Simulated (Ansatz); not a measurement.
**BrH3Si: molecular dynamics**

The plan is to let a guess near a reaction's saddle point go and see which way it falls. Runs: 150 steps of 0.5 fs at constant energy, with velocities drawn for 100 K; 150 steps of 0.5 fs at constant energy, with velocities drawn for 300 K. Reaction type: 1,1-elimination.

Program: Ansatz 0.2.0. Level of theory: UKS B3LYP/def2-SVP. These are calculated values, not measurements.

## (1) The structure to begin with

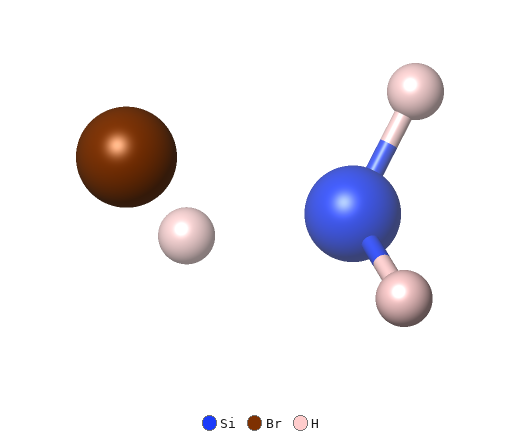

Start, viewed from a chosen angle; silicon blue, bromine brown, hydrogen pink.

Coordinates:

```xyz
5

Si    0.2175    0.6091    0.1711
Br   -0.6645   -1.8375   -0.5520
H    -0.5743   -0.0203   -1.3908
H    -0.5892    0.9409    1.3312
H     1.6105    0.3077    0.4405
```

## (2) Run 1

150 steps of 0.5 fs at constant energy, with velocities drawn for 100 K.

File input.yaml:

```yaml
crystal:
  periodic: [false, false, false]
  atoms:
    - { symbol: Si, position_ang: [0.2175, 0.6091, 0.1711] }
    - { symbol: Br, position_ang: [-0.6645, -1.8375, -0.552] }
    - { symbol: H, position_ang: [-0.5743, -0.0203, -1.3908] }
    - { symbol: H, position_ang: [-0.5892, 0.9409, 1.3312] }
    - { symbol: H, position_ang: [1.6105, 0.3077, 0.4405] }
magnetization:
  spin_polarized: true
basis:
  gaussian: { orbitals: def2-SVP }
hamiltonian:
  xc: b3lyp
md:
  timestep: 0.5
  n_steps: 150
  ensemble: nve
  temperature: 100.0
  initial_velocities: maxwell_boltzmann
  seed: 968694
```

Launch:

```sh
ansatz run input.yaml --threads 1 --pin off --max-ram 2048MiB --backend cpu --events-out ev --progress --plain --runs-dir out
```

The program printed (excerpt; [...] marks lines left out):

```text
Warning: RAYON_NUM_THREADS=1 ignored (pool sized by the plan → 1); use --threads N
[...]
Functional definition: B3LYP
[...]
666 factors; integrals over basis functions are off by at most 5.1e-4 eV
[...]
mean field -77961.13926869 eV, -2865.0190241661 hartree, gradient 4.8e-5 eV, S^2 0.000000; 1 other end points of the search recorded, 0 dependent functions left out
[...]
reference -77961.13948414 eV, -2865.0190320840 hartree; 26, 26 occupied and 39, 39 virtual orbitals, 666 factors
md step     0: t =     0.00 fs  T =   100.0 K  F+E_penalty+E_count = -77961.13926869 eV  E_kin = 0.038778 eV  conserved = -77961.10049069 eV  (36 SCF iters)
[...]
md step    18: t =     9.00 fs  T =  3452.3 K  F+E_penalty+E_count = -77962.44338199 eV  E_kin = 1.338725 eV  conserved = -77961.10465689 eV  (26 SCF iters)
[...]
md step    36: t =    18.00 fs  T =  2821.5 K  F+E_penalty+E_count = -77962.19549218 eV  E_kin = 1.094106 eV  conserved = -77961.10138584 eV  (28 SCF iters)
[...]
md step    54: t =    27.00 fs  T =  2766.0 K  F+E_penalty+E_count = -77962.16912296 eV  E_kin = 1.072614 eV  conserved = -77961.09650850 eV  (25 SCF iters)
[...]
md step    70: t =    35.00 fs  T =  3206.3 K  F+E_penalty+E_count = -77962.34443491 eV  E_kin = 1.243323 eV  conserved = -77961.10111181 eV  (30 SCF iters)
md step    71: t =    35.50 fs  T =  3095.7 K  F+E_penalty+E_count = -77962.30144322 eV  E_kin = 1.200445 eV  conserved = -77961.10099791 eV  (31 SCF iters)
```

## (3) The output, continued: dynamics from the start

Output, continued (excerpt; [...] marks lines left out):

```text
md step    72: t =    36.00 fs  T =  3042.3 K  F+E_penalty+E_count = -77962.28070414 eV  E_kin = 1.179743 eV  conserved = -77961.10096137 eV  (31 SCF iters)
[...]
md step    91: t =    45.50 fs  T =  4949.7 K  F+E_penalty+E_count = -77963.02482492 eV  E_kin = 1.919387 eV  conserved = -77961.10543780 eV  (23 SCF iters)
[...]
md step   110: t =    55.00 fs  T =  4072.2 K  F+E_penalty+E_count = -77962.68219750 eV  E_kin = 1.579110 eV  conserved = -77961.10308755 eV  (25 SCF iters)
[...]
md step   129: t =    64.50 fs  T =  3752.8 K  F+E_penalty+E_count = -77962.55918519 eV  E_kin = 1.455243 eV  conserved = -77961.10394194 eV  (26 SCF iters)
[...]
md step   148: t =    74.00 fs  T =  6960.5 K  F+E_penalty+E_count = -77963.80769983 eV  E_kin = 2.699155 eV  conserved = -77961.10854467 eV  (25 SCF iters)
[...]
md step   149: t =    74.50 fs  T =  6713.1 K  F+E_penalty+E_count = -77963.71183839 eV  E_kin = 2.603192 eV  conserved = -77961.10864669 eV  (24 SCF iters)
[...]
md step   150: t =    75.00 fs  T =  6266.1 K  F+E_penalty+E_count = -77963.53693886 eV  E_kin = 2.429877 eV  conserved = -77961.10706227 eV  (26 SCF iters)
Total energy: -77963.53715410 eV, -2865.1071448297 hartree
Atom 0 at     0.150456     0.428523     0.113895 Å, force    -0.405903    -4.309928     1.814404 eV/Å
Atom 1 at    -0.644679    -1.784655    -0.534110 Å, force     0.384901     1.447386     0.365324 eV/Å
Atom 2 at    -0.070700     1.225448    -0.940281 Å, force    -0.491900     2.289338    -2.830233 eV/Å
Atom 3 at    -0.766334     0.784604     1.233702 Å, force     0.507142     0.097194     0.182356 eV/Å
Atom 4 at     1.580842     0.060499     0.263197 Å, force     0.005760     0.476010     0.468150 eV/Å
Dipole moment:     0.207871     0.560446     0.172748 e Å
```

It took 6.9 min on 1 thread of Arm Neoverse V1, shared host; peak memory 0.16 GiB.

## (4) Frames and traces

One step in 8; energies are changes from step 0:

```csv
time (fs),T (K),potential energy change (meV/atom),total energy change (meV/atom),H3–Br2 (Å),Si1–Br2 (Å),Si1–H3 (Å)
0.0,100,0.0,0.00,2.00,2.70,1.86
4.0,1858,-136.9,-0.54,2.08,2.69,1.59
8.0,2147,-157.9,0.88,2.42,2.67,1.27
12.0,4686,-356.4,-0.71,3.03,2.64,1.69
16.0,2936,-220.2,-0.21,3.60,2.59,2.01
20.0,3298,-248.2,-0.17,3.83,2.52,1.95
24.0,5052,-385.4,-1.32,3.71,2.46,1.55
28.0,2978,-223.0,0.29,3.59,2.39,1.31
32.0,4562,-346.7,-0.66,3.87,2.30,1.68
36.0,3042,-228.3,-0.09,3.89,2.22,1.84
40.0,4134,-313.6,-0.72,3.48,2.16,1.60
44.0,3826,-288.6,0.39,2.91,2.11,1.32
48.0,5125,-390.5,-0.79,2.75,2.06,1.62
52.0,3173,-238.4,-0.08,2.67,2.04,1.81
56.0,4491,-341.5,-0.94,2.49,2.05,1.60
60.0,1816,-132.3,0.77,2.45,2.10,1.29
64.0,3786,-286.8,-0.88,2.84,2.17,1.59
68.0,3480,-262.2,-0.07,3.16,2.26,1.84
72.0,6185,-472.6,-0.64,3.19,2.36,1.67
75.0,6266,-479.5,-1.31,3.09,2.44,1.34
```

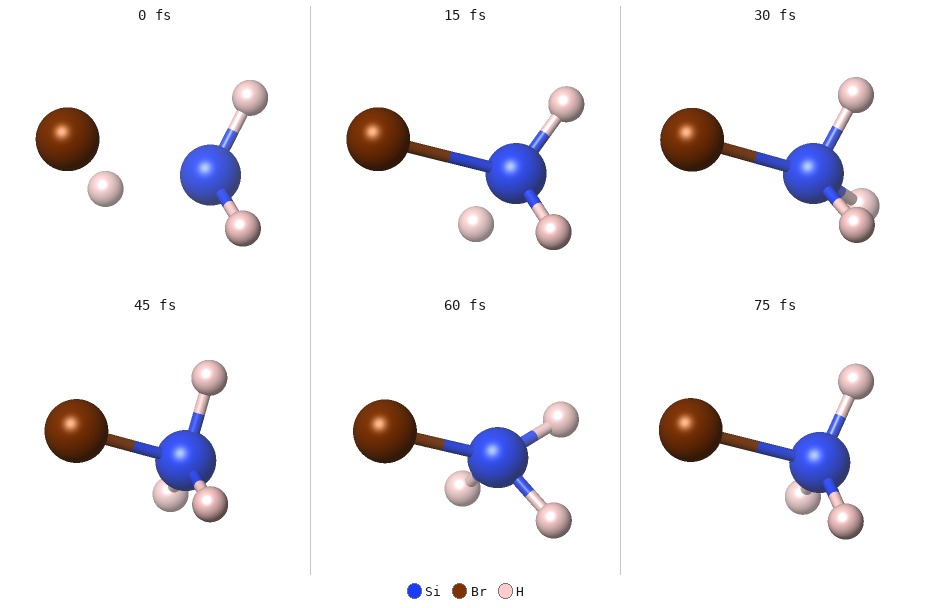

Six frames of the run, seen from a chosen angle. Sticks join atoms within a bonding distance in each frame.

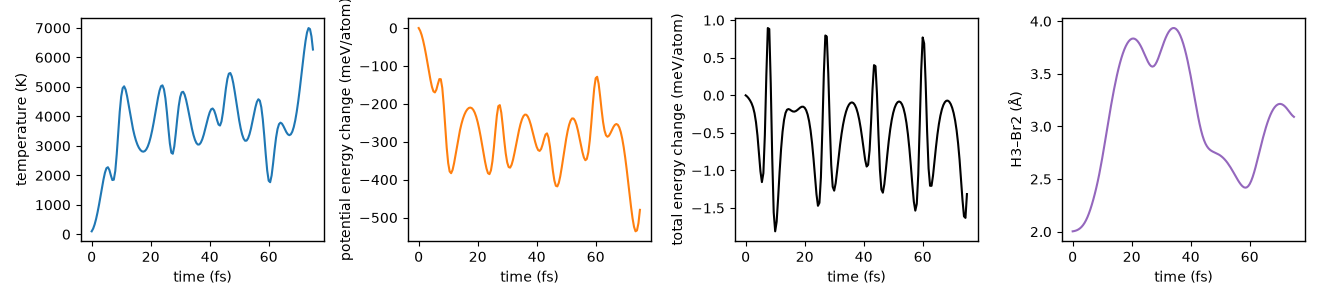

Time series of the run, each on its own scale.

Bonds that form or break, judged by distance (formed within 1.15 times the sum of covalent radii and held on average over 12 fs, broken when stretched by half; pairs already stretched at the start don't count as bonds):

```csv
time (fs),bond,event
4.5,Si1–H3,forms
17.0,Si1–Br2,forms
```

## (5) Snapshots as a file

Positions (Å) and forces (eV/Å):

```xyz
5
time_fs=9.5 T=4148 dE=-1.5775
Si    0.199    0.583    0.154    0.154   -3.538    1.660
Br   -0.663   -1.837   -0.549    0.575    1.375    0.914
H    -0.246    0.680   -1.136   -0.626    1.496   -2.393
H    -0.574    1.017    1.345    0.062    0.219   -0.192
H     1.641    0.273    0.385   -0.165    0.448    0.011
5
time_fs=19.0 T=2975 dE=-1.1157
Si    0.167    0.486    0.126   -0.412    1.381   -2.252
Br   -0.655   -1.823   -0.536    0.772    2.356    0.748
H    -0.039    1.852   -1.326    0.211   -2.441    2.172
H    -0.550    1.202    1.293    0.217   -0.921   -0.590
H     1.679    0.487    0.372   -0.788   -0.374   -0.078
5
time_fs=28.0 T=2978 dE=-1.1148
Si    0.120    0.406    0.037   -0.287   -4.593    2.305
Br   -0.640   -1.787   -0.516    0.413    1.852   -0.174
H     0.295    1.668   -0.266   -0.295    4.615   -3.590
H    -0.606    0.875    1.199   -0.787   -0.727    1.069
H     1.525    0.369    0.381    0.956   -1.147    0.390
5
time_fs=37.5 T=3225 dE=-1.2126
Si    0.081    0.292   -0.004    0.876    1.204    2.278
Br   -0.621   -1.733   -0.499   -0.747   -1.204   -1.834
H     0.194    1.960   -0.652   -0.419   -2.873    0.554
H    -0.826    0.091    1.250    0.696    1.546   -0.589
H     1.438   -0.308    0.451   -0.407    1.327   -0.409
5
time_fs=47.0 T=5470 dE=-2.0883
Si    0.065    0.198    0.021    0.176    1.485    0.917
Br   -0.610   -1.691   -0.499   -1.524   -4.148   -1.356
H    -0.279    0.950   -1.260    0.541    0.482    0.936
H    -0.824    0.330    1.264    0.712    1.025   -0.489
H     1.467   -0.219    0.359    0.095    1.155   -0.008
5
time_fs=56.0 T=4491 dE=-1.7075
Si    0.066    0.155    0.074    1.135    5.887   -1.076
Br   -0.614   -1.691   -0.513   -1.140   -4.532    0.155
H    -0.379    0.628   -1.390    0.758    0.836    1.563
H    -0.524    1.138    1.137   -0.162   -1.268   -0.495
H     1.552    0.524    0.269   -0.592   -0.922   -0.147
5
time_fs=65.5 T=3563 dE=-1.3446
Si    0.101    0.238    0.125    0.527    5.181   -3.145
Br   -0.629   -1.734   -0.527    0.027   -0.453    0.705
H    -0.221    1.118   -1.329    0.285   -1.317    1.783
H    -0.462    1.461    0.944   -0.353   -1.847    0.289
H     1.565    0.778    0.105   -0.486   -1.564    0.368
5
time_fs=75.0 T=6266 dE=-2.3977
Si    0.150    0.428    0.114   -0.406   -4.310    1.814
Br   -0.645   -1.785   -0.534    0.385    1.447    0.365
H    -0.071    1.225   -0.940   -0.492    2.289   -2.830
H    -0.766    0.785    1.234    0.507    0.097    0.182
H     1.581    0.060    0.263    0.006    0.476    0.468
```

Reading of run 1. At the last frame the bonds meant to break are whole and the new ones absent: it fell back to the reactants' side (BrH3Si). The temperature starts at 100 K and averages 4113 K in the second half, where it ranges from 1766 to 6996 K; the start was no minimum (force components up to 3.4 eV/Å), and the potential energy that it sheds (312 meV/atom) turns into motion, which in so few atoms is no thermal temperature. The total energy strays from its start by at most 1.81 meV/atom, 0.6 % of the mean kinetic energy, which is good for a step of 0.5 fs. The bonding pattern changes, first at 4.5 fs: Si1–H3 forms. By that distance rule the pieces at the end are BrH3Si; a long dative bond can count as broken.

(Part 1 of 2 ends here.)
